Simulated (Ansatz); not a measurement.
**C₂H₅In: how energies converge with the basis set**

How large a basis does C₂H₅In need? Two functionals are run in growing sets.

The runs use Ansatz 0.2.0, Gaussian basis; one geometry, several basis sets.

Plan: PBE0-D4/def2-SVP; ωB97M-V/def2-SVP; PBE0-D4/def2-QZVPP; ωB97M-V/def2-QZVPP; the functionals' def2-TZVPP values are taken from earlier runs.

1 further run of the same task is left out (for a known fault of the program).

### 1 The relaxed structure

All runs share one geometry, relaxed beforehand with PBE0-D4 in a triple-zeta def2 set. In takes the def2 core potential; no spin-orbit term is included.

SMILES `C=[CH][InH2]`, 8 atoms, charge 0, spin multiplicity 1.

Atoms are counted from 1 here; the program's logs count them from 0.

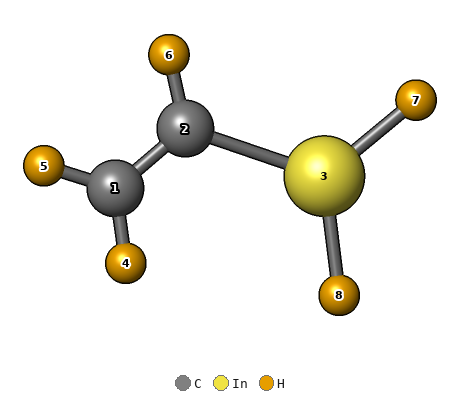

The geometry (carbon grey, indium yellow, hydrogen amber); atoms are numbered from 1 in the order of the file.

### 2 PBE0-D4 in def2-SVP

in.yaml

```yaml
crystal:
  periodic: [false, false, false]
  atoms:
    - {symbol: C, position_ang: [-1.013298, 1.059934, -0.051723]}
    - {symbol: C, position_ang: [0.205382, 0.623975, -0.368194]}
    - {symbol: In, position_ang: [0.870873, -1.315349, 0.226797]}
    - {symbol: H, position_ang: [-1.715840, 0.454725, 0.516961]}
    - {symbol: H, position_ang: [-1.375004, 2.045115, -0.343688]}
    - {symbol: H, position_ang: [0.847717, 1.291968, -0.939729]}
    - {symbol: H, position_ang: [2.443032, -1.901996, -0.168017]}
    - {symbol: H, position_ang: [-0.262862, -2.258372, 1.127603]}
basis:
  gaussian: {orbitals: def2-SVP}
hamiltonian: {xc: pbe0, dispersion: d4}
output: {orbitals: {seedname: orbitals}}
```

On the command line:

```bash
$ ansatz run in.yaml --threads 4 --pin off --events-out ev --progress --plain --max-ram 10444MiB
```

Standard output:

```text
Functional definition: PBE0
  name "PBE0"
  cite "Adamo & Barone, J. Chem. Phys. 110, 6158 (1999) doi:10.1063/1.478522"
  cite "Perdew, Burke & Ernzerhof, Phys. Rev. Lett. 77, 3865 (1996) doi:10.1103/PhysRevLett.77.3865"
  parent pbe
  parameter a = 0.25
  parameter kappa = 0.804
  parameter beta = 0.06672455060314922
  exchange = (1 - a)*pbe_x(kappa = kappa, mu = beta*pi^2/3) + a*exact_x
  correlation = pbe_c(beta = beta)
973 factors; their error is unknown
mean field evaluation 1: about -7318.0253 eV, gradient 4.2e1 eV
mean field evaluation 2: about -7311.1782 eV, gradient 6.2e1 eV
mean field evaluation 4: about -7322.9796 eV, gradient 1.3e0 eV
mean field evaluation 8: about -7323.0901 eV, gradient 3.4e-2 eV
mean field -7323.09014763 eV, -269.1185991567 hartree, gradient 1.7e-5 eV, S^2 0.000000; 0 other end points of the search recorded, 0 dependent functions left out
reference -7323.09018192 eV, -269.1186004168 hartree; 19, 19 occupied and 60, 60 virtual orbitals, 973 factors
Total energy: -7323.20224462 eV, -269.1227186450 hartree
```

Run time: 0.55 s. Hardware: 4 threads of Arm Neoverse V2, shared host.

### 3 ωB97M-V in def2-SVP

in.yaml, as its differences from that of step 2:

```diff
@@ -13,3 +13,3 @@
   gaussian: {orbitals: def2-SVP}
-hamiltonian: {xc: pbe0, dispersion: d4}
+hamiltonian: {xc: {name: wB97M-V}}
 output: {orbitals: {seedname: orbitals}}
```

Same command.

Standard output, shortened:

```text
Functional definition: wB97M-V
  name "wB97M-V"
  cite "Mardirossian & Head-Gordon, J. Chem. Phys. 144, 214110 (2016) doi:10.1063/1.4952647"
  cite "Becke, J. Chem. Phys. 107, 8554 (1997) doi:10.1063/1.475007"
  cite "Vydrov & Van Voorhis, J. Chem. Phys. 133, 244103 (2010) doi:10.1063/1.3521275"
  # Of w^i u^j: cxij and so on, Table III.
[...]
  gx(w, u) = 1 - cx + cx01*u + cx10*w
  gss(w, u) = css00 + css04*u^4 + css10*w + css20*w^2 + css43*w^4*u^3
  gos(w, u) = cos00 + cos10*w + (cos20 + cos21*u)*w^2 + (cos60 + cos61*u)*w^6
[...]
      + integral(e_c_pw_mod_opposite_spin*gos(b97_w_opposite, b97_u_opposite)) + vv10(b, c)
935 factors; their error is unknown
245 factors; integrals over basis functions are off by at most 1.0e-5 eV
[...]
mean field -7322.98310806 eV, -269.1146655249 hartree, gradient 7.0e-5 eV, S^2 0.000000; 0 other end points of the search recorded, 0 dependent functions left out
reference -7322.98316366 eV, -269.1146675684 hartree; 19, 19 occupied and 60, 60 virtual orbitals, 935 factors
Total energy: -7322.98316366 eV, -269.1146675684 hartree
```

Wall time 2.3 s (4 threads of Arm Neoverse V2, shared host).

### 4 PBE0-D4 in def2-QZVPP

in.yaml, as its differences from that of step 3:

```diff
@@ -12,4 +12,4 @@
 basis:
-  gaussian: {orbitals: def2-SVP}
-hamiltonian: {xc: {name: wB97M-V}}
+  gaussian: {orbitals: "def2-QZVPP.json"}
+hamiltonian: {xc: pbe0, dispersion: d4}
 output: {orbitals: {seedname: orbitals}}
```

Same command.

Standard output:

```text
Functional definition: PBE0
  name "PBE0"
  cite "Adamo & Barone, J. Chem. Phys. 110, 6158 (1999) doi:10.1063/1.478522"
  cite "Perdew, Burke & Ernzerhof, Phys. Rev. Lett. 77, 3865 (1996) doi:10.1103/PhysRevLett.77.3865"
  parent pbe
  parameter a = 0.25
  parameter kappa = 0.804
  parameter beta = 0.06672455060314922
  exchange = (1 - a)*pbe_x(kappa = kappa, mu = beta*pi^2/3) + a*exact_x
  correlation = pbe_c(beta = beta)
1156 factors; their error is unknown
mean field evaluation 1: about -7318.3297 eV, gradient 5.5e1 eV
mean field evaluation 2: about -7301.9066 eV, gradient 8.8e1 eV
mean field evaluation 4: about -7325.8114 eV, gradient 4.1e0 eV
mean field evaluation 8: about -7325.8857 eV, gradient 3.1e-1 eV
mean field evaluation 16: about -7325.8858 eV, gradient 4.0e-5 eV
mean field -7325.88582289 eV, -269.2213383274 hartree, gradient 4.0e-5 eV, S^2 0.000000; 0 other end points of the search recorded, 0 dependent functions left out
reference -7325.88586542 eV, -269.2213398903 hartree; 19, 19 occupied and 327, 327 virtual orbitals, 1156 factors
Total energy: -7325.99792812 eV, -269.2254581185 hartree
```

Wall time 3.1 s (4 threads of Arm Neoverse V2, shared host); peak memory 0.78 GiB.

### 5 ωB97M-V in def2-QZVPP

in.yaml, as its differences from that of step 4:

```diff
@@ -13,3 +13,3 @@
   gaussian: {orbitals: "def2-QZVPP.json"}
-hamiltonian: {xc: pbe0, dispersion: d4}
+hamiltonian: {xc: {name: wB97M-V}}
 output: {orbitals: {seedname: orbitals}}
```

Launched as before.

Standard output, shortened:

```text
Functional definition: wB97M-V
  name "wB97M-V"
  cite "Mardirossian & Head-Gordon, J. Chem. Phys. 144, 214110 (2016) doi:10.1063/1.4952647"
  cite "Becke, J. Chem. Phys. 107, 8554 (1997) doi:10.1063/1.475007"
  cite "Vydrov & Van Voorhis, J. Chem. Phys. 133, 244103 (2010) doi:10.1063/1.3521275"
  # Of w^i u^j: cxij and so on, Table III.
[...]
  gx(w, u) = 1 - cx + cx01*u + cx10*w
  gss(w, u) = css00 + css04*u^4 + css10*w + css20*w^2 + css43*w^4*u^3
  gos(w, u) = cos00 + cos10*w + (cos20 + cos21*u)*w^2 + (cos60 + cos61*u)*w^6
[...]
      + integral(e_c_pw_mod_opposite_spin*gos(b97_w_opposite, b97_u_opposite)) + vv10(b, c)
1116 factors; their error is unknown
306 factors; integrals over basis functions are off by at most 2.2e-5 eV
[...]
mean field -7325.95241802 eV, -269.2237856532 hartree, gradient 4.1e-5 eV, S^2 0.000000; 0 other end points of the search recorded, 0 dependent functions left out
reference -7325.95248634 eV, -269.2237881640 hartree; 19, 19 occupied and 327, 327 virtual orbitals, 1116 factors
Total energy: -7325.95248634 eV, -269.2237881640 hartree
```

Wall time 8.5 s (4 threads of Arm Neoverse V2, shared host); peak memory 0.99 GiB.

### 6 Functionals by basis

The def2-TZVPP values come from earlier runs at the same geometry.

| functional | basis | functions | energy (eV) | from the largest (eV) | HOMO (eV) | LUMO (eV) |
| --- | --- | --- | --- | --- | --- | --- |
| PBE0-D4 | def2-SVP | 79 | -7323.2022 | 2.796 | -7.57 | -1.71 |
| PBE0-D4 | def2-TZVPP | 182 | -7325.8287 | 0.169 | -7.59 | -1.77 |
| PBE0-D4 | def2-QZVPP | 346 | -7325.9979 | 0.000 | -7.60 | -1.78 |
| ωB97M-V | def2-SVP | 79 | -7322.9832 | 2.969 | -9.72 | -0.08 |
| ωB97M-V | def2-TZVPP | 182 | -7325.7851 | 0.167 | -9.77 | -0.23 |
| ωB97M-V | def2-QZVPP | 346 | -7325.9525 | 0.000 | -9.78 | -0.27 |

### 7 Summary of results

```
                                       quantity          value
PBE0-D4: double and triple zeta above quadruple  2.80, 0.17 eV
ωB97M-V: double and triple zeta above quadruple  2.97, 0.17 eV
```

What this shows: PBE0-D4 gains 2.63 eV from double to triple zeta, then 0.17 eV more. Total energies overstate the basis error of differences, where much of it tends to cancel.

For PBE0-D4 the largest set took about 6 times as long as the smallest (3.1 s against 0.55 s).
